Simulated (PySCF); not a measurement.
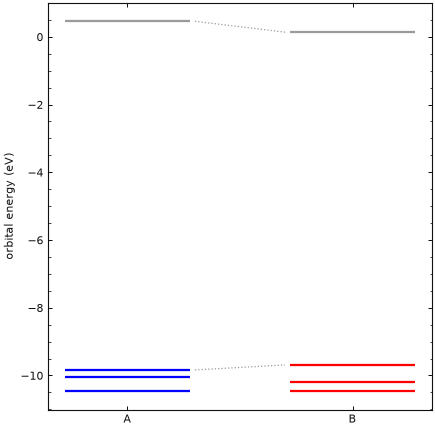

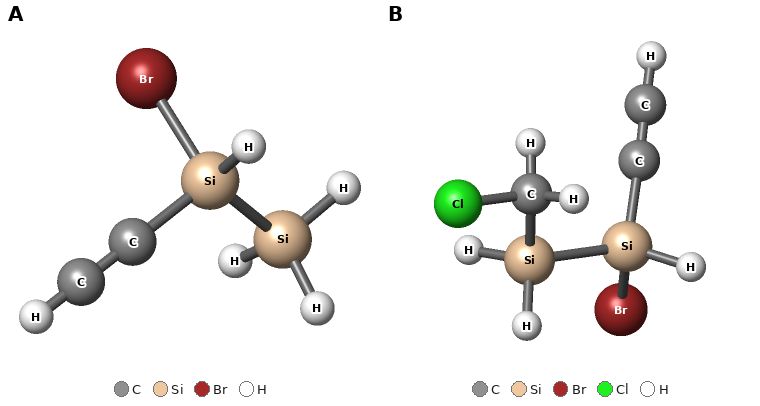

Related molecules: A is C₂H₅BrSi₂, SMILES C#C[Si@@H]([SiH3])Br; B is C₃H₆BrClSi₂, SMILES C#C[Si@H](Br)[SiH2]CCl. Frontier orbital energies, ωB97X-D/def2-SVPD with PySCF 2.14.0, at a GFN2-xTB geometry (no frequency check); drawn are at most three filled levels and, in grey, the LUMO with any level within 0.03 eV of it; dotted lines join the HOMOs and the LUMOs.

Question: What does the change do to the frontier levels?

Answer: From A to B the HOMO rises by 0.15 eV and the LUMO falls by 0.32 eV, so the separation goes from 10.29 to 9.83 eV.

Caveats, for all or some of the runs: empty levels above zero depend strongly on the basis; one conformer of a flexible molecule; spin-orbit coupling is left out, and with Br it can shift these levels and split any degenerate set; the tight-binding geometry is rougher than a DFT one and adds to the error.
